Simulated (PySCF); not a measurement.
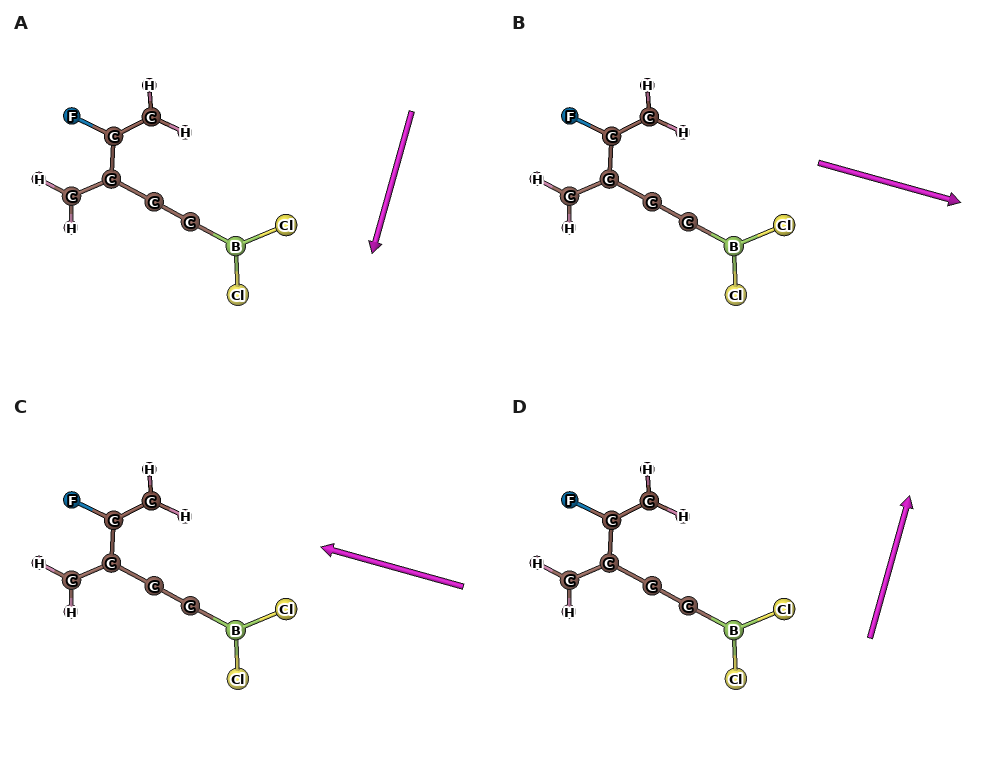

The same molecule four times, each with an arrow. Computed geometry: GFN2-xTB optimisation. No frequency run is at hand to confirm it as a minimum. Method: PBE0/pcSseg-1, gas phase (PySCF 2.14.0).

Which arrow points along the dipole moment, from the negative to the positive end?

Answer. C. The dipole moment is 1.30 D.

The geometry is semi-empirical. Around B such bond lengths and angles can be off by a tenth of an ångström or more and by several degrees, and values that hang on the shape move with them.
